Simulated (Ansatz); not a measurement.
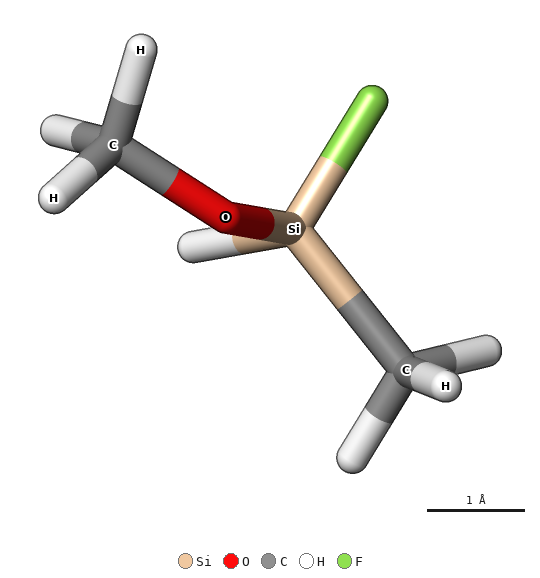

**Figure 1.** The input geometry (stick view, seen at a tilt). Bond lengths as drawn: C–H 1.11 Å, C–O 1.42 Å, C–Si 1.87 Å, F–Si 1.59 Å, H–Si 1.46 Å and O–Si 1.68 Å.

**Geometry relaxation of C2H7FOSi**

- system: C2H7FOSi
- method: RHF/6-31G* (Ansatz 0.2.0)

It belongs to a series of runs on one base structure; here: start relaxed.

Log
```
The last accepted step is kept in [file] (removed where the run ends without a failure and the disk answers)
Engine: ansatz 0.2.0, aarch64-unknown-linux-gnu
Functional definition: HF
  exchange = exact_x
  correlation = 0
1017 factors; integrals over basis functions are off by at most 4.3e-4 eV
mean field evaluation 1: about -14776.2477 eV, gradient 3.9e1 eV
mean field evaluation 2: about -14776.3204 eV, gradient 3.9e1 eV
mean field evaluation 4: about -14779.4539 eV, gradient 3.5e0 eV
mean field evaluation 8: about -14779.4907 eV, gradient 1.0e-4 eV
mean field -14779.49068539 eV, -543.1362647896 hartree, gradient 1.7e-5 eV, S^2 0.000000; 0 other end points of the search recorded, 0 dependent functions left out
the calculation of the forces begins
reference -14779.49068539 eV, -543.1362647896 hartree; 25, 25 occupied and 68, 68 virtual orbitals, 1017 factors
relax step   1: F+E_penalty+E_count = -14779.49068539 eV  Δ(F+E_penalty+E_count) = +0.000e0 eV  max|allowed force component| = 1.624e0 eV/Å  Δτ_max = 0.0000 Å  (32 SCF iters, accepted)
these checks for a lower state are left out or cut short: starts, cluster_reference, orbital_swaps, neighbouring_geometries, increment
1017 factors; integrals over basis functions are off by at most 4.0e-4 eV
mean field evaluation 16: about -14779.6330 eV, gradient 9.6e-4 eV
mean field -14779.63295249 eV, -543.1414930089 hartree, gradient 9.7e-6 eV, S^2 0.000000; 0 other end points of the search recorded, 0 dependent functions left out
the calculation of the forces begins
reference -14779.63295249 eV, -543.1414930089 hartree; 25, 25 occupied and 68, 68 virtual orbitals, 1017 factors
relax step   2: F+E_penalty+E_count = -14779.63295249 eV  Δ(F+E_penalty+E_count) = -1.423e-1 eV  max|allowed force component| = 1.062e0 eV/Å  Δτ_max = 0.0930 Å  (32 SCF iters, accepted)
these checks for a lower state are left out or cut short: starts, cluster_reference, orbital_swaps, neighbouring_geometries, increment
1017 factors; integrals over basis functions are off by at most 3.9e-4 eV
mean field -14779.65719396 eV, -543.1423838667 hartree, gradient 9.2e-6 eV, S^2 0.000000; 0 other end points of the search recorded, 0 dependent functions left out
the calculation of the forces begins
reference -14779.65719396 eV, -543.1423838667 hartree; 25, 25 occupied and 68, 68 virtual orbitals, 1017 factors
relax step   3: F+E_penalty+E_count = -14779.65719396 eV  Δ(F+E_penalty+E_count) = -2.424e-2 eV  max|allowed force component| = 2.279e-1 eV/Å  Δτ_max = 0.0359 Å  (32 SCF iters, accepted)
these checks for a lower state are left out or cut short: starts, cluster_reference, orbital_swaps, neighbouring_geometries, increment
1017 factors; integrals over basis functions are off by at most 3.9e-4 eV
mean field evaluation 32: about -14779.6688 eV, gradient 8.9e-6 eV
mean field -14779.66881502 eV, -543.1428109327 hartree, gradient 8.9e-6 eV, S^2 0.000000; 0 other end points of the search recorded, 0 dependent functions left out
the calculation of the forces begins
reference -14779.66881502 eV, -543.1428109327 hartree; 25, 25 occupied and 68, 68 virtual orbitals, 1017 factors
relax step   4: F+E_penalty+E_count = -14779.66881502 eV  Δ(F+E_penalty+E_count) = -1.162e-2 eV  max|allowed force component| = 1.496e-1 eV/Å  Δτ_max = 0.1164 Å  (30 SCF iters, accepted)
these checks for a lower state are left out or cut short: starts, cluster_reference, orbital_swaps, neighbouring_geometries, increment
1017 factors; integrals over basis functions are off by at most 3.9e-4 eV
mean field -14779.67896045 eV, -543.1431837705 hartree, gradient 9.5e-6 eV, S^2 0.000000; 0 other end points of the search recorded, 0 dependent functions left out
the calculation of the forces begins
reference -14779.67896045 eV, -543.1431837705 hartree; 25, 25 occupied and 68, 68 virtual orbitals, 1017 factors
relax step   5: F+E_penalty+E_count = -14779.67896045 eV  Δ(F+E_penalty+E_count) = -1.015e-2 eV  max|allowed force component| = 1.641e-1 eV/Å  Δτ_max = 0.1376 Å  (30 SCF iters, accepted)
these checks for a lower state are left out or cut short: starts, cluster_reference, orbital_swaps, neighbouring_geometries, increment
1017 factors; integrals over basis functions are off by at most 3.9e-4 eV
mean field -14779.68170466 eV, -543.1432846181 hartree, gradient 2.6e-5 eV, S^2 0.000000; 0 other end points of the search recorded, 0 dependent functions left out
the calculation of the forces begins
reference -14779.68170466 eV, -543.1432846181 hartree; 25, 25 occupied and 68, 68 virtual orbitals, 1017 factors
relax step   6: F+E_penalty+E_count = -14779.68170466 eV  Δ(F+E_penalty+E_count) = -2.744e-3 eV  max|allowed force component| = 7.463e-2 eV/Å  Δτ_max = 0.0520 Å  (30 SCF iters, accepted)
these checks for a lower state are left out or cut short: starts, cluster_reference, orbital_swaps, neighbouring_geometries, increment
1017 factors; integrals over basis functions are off by at most 3.9e-4 eV
mean field -14779.68237203 eV, -543.1433091434 hartree, gradient 9.0e-6 eV, S^2 0.000000; 0 other end points of the search recorded, 0 dependent functions left out
the calculation of the forces begins
reference -14779.68237203 eV, -543.1433091434 hartree; 25, 25 occupied and 68, 68 virtual orbitals, 1017 factors
relax step   7: F+E_penalty+E_count = -14779.68237203 eV  Δ(F+E_penalty+E_count) = -6.674e-4 eV  max|allowed force component| = 1.816e-2 eV/Å  Δτ_max = 0.0189 Å  (31 SCF iters, accepted)
1017 factors; integrals over basis functions are off by at most 3.9e-4 eV
mean field evaluation 64: about -14779.6824 eV, gradient 6.4e-4 eV
```

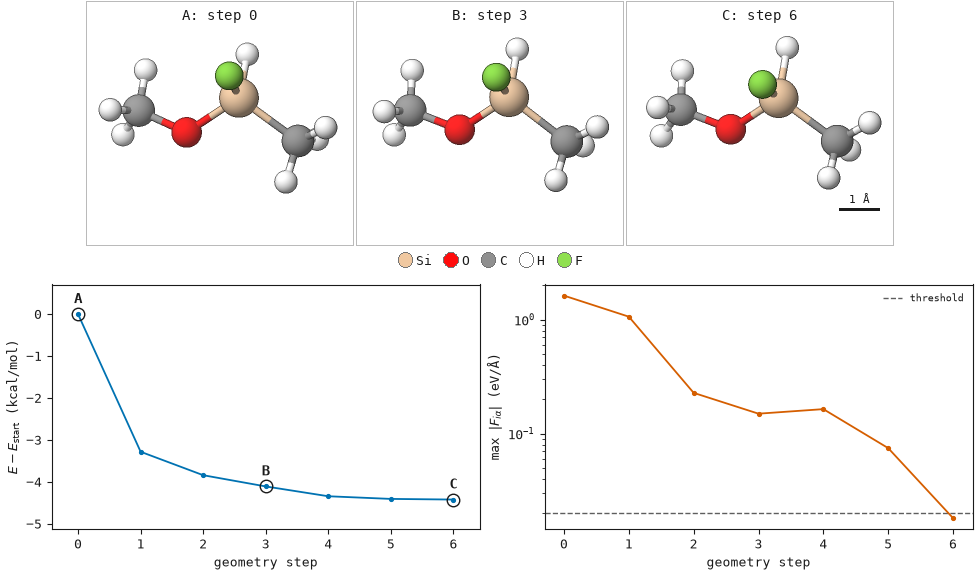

**Figure 2.** Frames of the relaxation (ball-and-stick view, seen at a tilt) above the curves, on which the letters mark them (the first geometry is step 0 here and step 1 in the log).

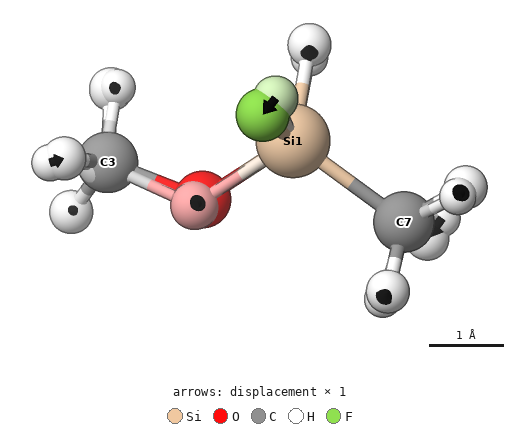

**Figure 3.** Start (faint) and end (solid) with the displacements as black arrows, at true length (ball-and-stick view, seen at a tilt). The two geometries are laid on each other by the best rigid fit. The atom that moves furthest after the best rigid fit is H8 (0.34 Å). By element the largest moves are H 0.34 Å, F 0.28 Å, O 0.27 Å, C 0.07 Å, Si 0.01 Å. Among the contacts that change: Si1–O2 1.680 → 1.626 Å, C3–H5 1.110 → 1.081 Å, C3–H4 1.110 → 1.086 Å, O2–C3 1.420 → 1.403 Å. Among the angles that change: C7–Si1–H12 109.5° → 113.5°, F11–Si1–H12 109.5° → 105.9°, Si1–C7–H9 109.5° → 111.5°. Over 6 geometry steps the energy falls by 4.42 kcal/mol. Largest force component: 1.6 eV/Å at the start, 0.018 eV/Å at the end. (Atoms are counted from 1 in the order of the input.)

```
mean field -14779.68237203 eV, -543.1433091434 hartree, gradient 9.0e-6 eV, S^2 0.000000; 1 other end points of the search recorded, 0 dependent functions left out
the calculation of the forces begins
reference -14779.68237203 eV, -543.1433091434 hartree; 25, 25 occupied and 68, 68 virtual orbitals, 1017 factors
Total energy: -14779.68237203 eV, -543.1433091434 hartree
Atom 0 at     0.001602    -0.002401     0.014124 Å, force    -0.002140     0.016457    -0.011929 eV/Å
Atom 1 at     0.019068    -0.258410     1.620067 Å, force     0.015023    -0.003360    -0.011012 eV/Å
Atom 2 at    -1.098891    -0.398579     2.456755 Å, force    -0.018159     0.008313     0.001939 eV/Å
Atom 3 at    -1.827538    -1.081226     2.030006 Å, force    -0.000787    -0.003005     0.004153 eV/Å
Atom 4 at    -0.764267    -0.796087     3.404673 Å, force     0.000506     0.000292    -0.000170 eV/Å
Atom 5 at    -1.573718     0.561110     2.625235 Å, force    -0.001630    -0.003776     0.003410 eV/Å
Atom 6 at     1.754174     0.006735    -0.605737 Å, force     0.006424    -0.005726     0.014742 eV/Å
Atom 7 at     2.225055    -0.957681    -0.439403 Å, force     0.004711    -0.003955    -0.003035 eV/Å
Atom 8 at     1.799522     0.224494    -1.668723 Å, force    -0.004382     0.001840    -0.002252 eV/Å
Atom 9 at     2.341068     0.756149    -0.083286 Å, force     0.006496     0.005025    -0.005513 eV/Å
Atom 10 at    -0.675861     1.412952    -0.287472 Å, force    -0.000971    -0.014122     0.006777 eV/Å
Atom 11 at    -0.849914    -1.005055    -0.647240 Å, force    -0.005091     0.002018     0.002890 eV/Å
Dipole moment:    -0.026560    -0.258553     0.088770 e Å
```

Trajectory as extended XYZ (Å, eV, eV/Å), 7 frames, from step=1 to step=7
```
12
Properties=species:S:1:pos:R:3:forces:R:3 step=1 energy=-14779.49069
Si    0.0000    0.0000    0.0000    0.6770  -0.1844   1.6242
O     0.0000    0.0000    1.6800   -0.3402  -0.1742  -1.1132
C    -1.1112   -0.3437    2.4945   -0.1719   0.0515  -0.1732
H    -1.8140   -0.9775    1.9143    0.3714   0.4346   0.6941
H    -0.7584   -0.9037    3.3856   -0.2654   0.5191  -0.8495
H    -1.6313    0.5809    2.8212    0.3871  -0.8435  -0.2312
C     1.7634    0.0000   -0.6227    0.2733   0.1993   0.0573
H     2.1111   -1.0463   -0.7509   -0.1235   0.8658   0.0722
H     1.8119    0.5276   -1.5981    0.1530  -0.4592   0.7247
H     2.4154    0.5187    0.1108   -0.3321  -0.4257  -0.7148
F    -0.7489    1.2974   -0.5295   -0.2038   0.0696  -0.0448
H    -0.6877   -1.1914   -0.4862   -0.4248  -0.0530  -0.0458
12
Properties=species:S:1:pos:R:3:forces:R:3 step=2 energy=-14779.63295
Si   -0.0008   -0.0222    0.0013    0.2446  -0.0521   1.0617
O     0.0048   -0.0341    1.6566   -0.2506  -0.1586  -0.7706
C    -1.1065   -0.3452    2.4675    0.0642   0.0245   0.0746
H    -1.8372   -0.9698    1.9481    0.1868   0.1493   0.0731
H    -0.7511   -0.8868    3.3406   -0.0673   0.1006  -0.1583
H    -1.5969    0.5687    2.7991    0.0805  -0.1648  -0.0996
C     1.7653    0.0121   -0.6064    0.1129  -0.0451  -0.1115
H     2.1464   -1.0043   -0.7196   -0.0319   0.1617   0.0337
H     1.8397    0.5034   -1.5783   -0.0343  -0.1052   0.1591
H     2.4252    0.5384    0.0847   -0.2030  -0.0743  -0.0860
F    -0.7601    1.2812   -0.5048   -0.1133   0.1196  -0.0989
H    -0.7785   -1.1793   -0.4698    0.0113   0.0443  -0.0773
12
Properties=species:S:1:pos:R:3:forces:R:3 step=3 energy=-14779.65719
Si    0.0001   -0.0218    0.0149    0.0950  -0.0919   0.2100
O     0.0102   -0.0548    1.6468   -0.0446  -0.0901  -0.2279
C    -1.0973   -0.3472    2.4589    0.0272   0.0261   0.0560
H    -1.8279   -0.9626    1.9442   -0.0016  -0.0250  -0.0378
H    -0.7505   -0.8838    3.3299    0.0151  -0.0130   0.0520
H    -1.5786    0.5677    2.7781   -0.0189   0.0511   0.0082
C     1.7580    0.0072   -0.6016   -0.0177  -0.0205  -0.0216
H     2.1575   -0.9992   -0.6877   -0.0076  -0.0120   0.0316
H     1.8283    0.4747   -1.5786   -0.0174   0.0031  -0.0296
H     2.3957    0.5584    0.0805    0.0127   0.0476   0.0296
F    -0.7615    1.2874   -0.4815   -0.0474   0.0963  -0.0459
H    -0.7839   -1.1640   -0.4850    0.0052   0.0283  -0.0246
12
Properties=species:S:1:pos:R:3:forces:R:3 step=4 energy=-14779.66882
Si   -0.0111   -0.0197   -0.0079   -0.0570   0.0666   0.0509
O     0.0006   -0.1447    1.6157    0.0216   0.0170  -0.1283
C    -1.0911   -0.3630    2.4677    0.0065  -0.0230   0.0227
H    -1.8519   -0.9753    1.9971   -0.0349  -0.0526  -0.0440
H    -0.7372   -0.8733    3.3527    0.0105   0.0028   0.0096
H    -1.5356    0.5784    2.7594   -0.0284   0.0827   0.0189
C     1.7571    0.0102   -0.5928   -0.0527   0.0625   0.0128
H     2.1852   -0.9859   -0.5788   -0.0026  -0.0867   0.0140
H     1.8368    0.3919   -1.6040   -0.0050   0.0158  -0.0900
H     2.3678    0.6351    0.0496   -0.0089   0.0596   0.0335
F    -0.7652    1.3225   -0.4516    0.1496  -0.1219   0.1010
H    -0.8051   -1.1143   -0.5881    0.0012  -0.0229  -0.0010
12
Properties=species:S:1:pos:R:3:forces:R:3 step=5 energy=-14779.67896
Si   -0.0096   -0.0037    0.0026    0.1026   0.0353  -0.1063
O     0.0109   -0.2181    1.6126    0.0563  -0.0293   0.0461
C    -1.0914   -0.3907    2.4628   -0.1078   0.0848  -0.1641
H    -1.8301   -1.0533    2.0199    0.0145   0.0078   0.0385
H    -0.7454   -0.8230    3.3879    0.0463  -0.0419   0.0844
H    -1.5580    0.5654    2.6704   -0.0209  -0.0221   0.0303
C     1.7529    0.0100   -0.6016   -0.0827  -0.1100  -0.0609
H     2.2009   -0.9714   -0.4668    0.0124   0.0319   0.0046
H     1.8309    0.2697   -1.6552   -0.0577  -0.0036   0.0765
H     2.3394    0.7218   -0.0336    0.0700   0.0690   0.0342
F    -0.7075    1.3898   -0.3464   -0.0038   0.0171   0.0271
H    -0.8427   -1.0344   -0.6336   -0.0292  -0.0391  -0.0103
12
Properties=species:S:1:pos:R:3:forces:R:3 step=6 energy=-14779.68171
Si   -0.0004   -0.0016    0.0106   -0.0703  -0.0395  -0.0198
O     0.0188   -0.2447    1.6183   -0.0118   0.0072  -0.0017
C    -1.0973   -0.3950    2.4563    0.0249  -0.0137   0.0147
H    -1.8284   -1.0697    2.0216   -0.0068  -0.0071   0.0078
H    -0.7576   -0.8081    3.3964   -0.0257   0.0085  -0.0086
H    -1.5695    0.5626    2.6414    0.0006   0.0035   0.0008
C     1.7538    0.0064   -0.6025    0.0259   0.0054  -0.0027
H     2.2236   -0.9602   -0.4446   -0.0198  -0.0046  -0.0025
H     1.8006    0.2336   -1.6634    0.0170   0.0097  -0.0023
H     2.3423    0.7481   -0.0700   -0.0101   0.0079  -0.0255
F    -0.6852    1.4086   -0.3033    0.0263  -0.0519   0.0062
H    -0.8506   -1.0179   -0.6418    0.0497   0.0746   0.0336
12
Properties=species:S:1:pos:R:3:forces:R:3 step=7 energy=-14779.68237
Si    0.0016   -0.0024    0.0141   -0.0021   0.0165  -0.0119
O     0.0191   -0.2584    1.6201    0.0150  -0.0034  -0.0110
C    -1.0989   -0.3986    2.4568   -0.0182   0.0083   0.0019
H    -1.8275   -1.0812    2.0300   -0.0008  -0.0030   0.0042
H    -0.7643   -0.7961    3.4047    0.0005   0.0003  -0.0002
H    -1.5737    0.5611    2.6252   -0.0016  -0.0038   0.0034
C     1.7542    0.0067   -0.6057    0.0064  -0.0057   0.0147
H     2.2251   -0.9577   -0.4394    0.0047  -0.0040  -0.0030
H     1.7995    0.2245   -1.6687   -0.0044   0.0018  -0.0023
H     2.3411    0.7561   -0.0833    0.0065   0.0050  -0.0055
F    -0.6759    1.4130   -0.2875   -0.0010  -0.0141   0.0068
H    -0.8499   -1.0051   -0.6472   -0.0051   0.0020   0.0029
```

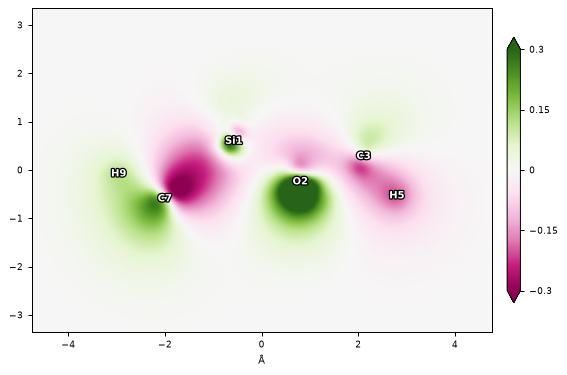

**Figure 4.** The HOMO−1 on the plane of atoms Si1, C7 and H9 (values in Å⁻³ᐟ²; the overall sign is arbitrary). By Hirshfeld shares it lies mainly on O2 (45 %), C3 (15 %), H6 (10 %) and Si1 (10 %). Its energy is −12.70 eV.

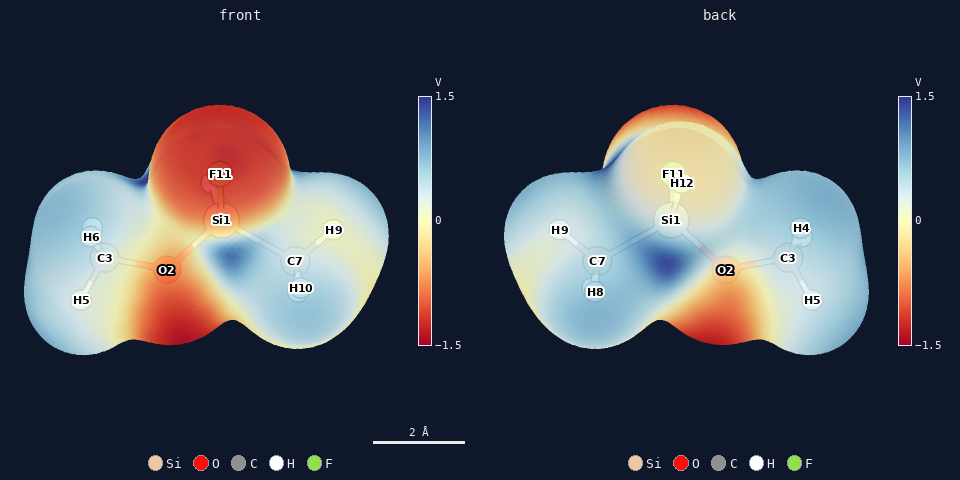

**Figure 5.** The electrostatic potential painted on the density surface at 0.002 e/bohr³, seen face on and from behind; the colour scale runs from red (negative) to blue (positive).

The run was set up as follows.

The input
```yaml
crystal:
  periodic: [false, false, false]
  atoms:
    - { symbol: Si, position_ang: [0.0, 0.0, 0.0] }
    - { symbol: O, position_ang: [0.0, 0.0, 1.68] }
    - { symbol: C, position_ang: [-1.1112, -0.3437, 2.4945] }
    - { symbol: H, position_ang: [-1.814, -0.9775, 1.9143] }
    - { symbol: H, position_ang: [-0.7584, -0.9037, 3.3856] }
    - { symbol: H, position_ang: [-1.6313, 0.5809, 2.8212] }
    - { symbol: C, position_ang: [1.7634, 0.0, -0.6227] }
    - { symbol: H, position_ang: [2.1111, -1.0463, -0.7509] }
    - { symbol: H, position_ang: [1.8119, 0.5276, -1.5981] }
    - { symbol: H, position_ang: [2.4154, 0.5187, 0.1108] }
    - { symbol: F, position_ang: [-0.7489, 1.2974, -0.5295] }
    - { symbol: H, position_ang: [-0.6877, -1.1914, -0.4862] }
basis:
  gaussian: { orbitals: "6-31G*" }
hamiltonian:
  xc: hf
relax:
  f_tol: 0.02
  max_steps: 40
output:
  orbitals: {}
```

Run as:
```bash
ansatz run input.yaml --threads 1 --pin off --max-ram 2048MiB --backend cpu --events-out ev --progress --plain --runs-dir out
```

Key numbers

- outcome: converged
- total energy: −14779.6824 eV
- mean-field energy: −14779.6824 eV
- largest force (length of the vector) at the end: 0.020 eV/Å
- hardware: 1 thread of Arm Neoverse V1, 24 GiB of memory available, shared host
- wall time: 21 s
- peak memory: 0.18 GiB
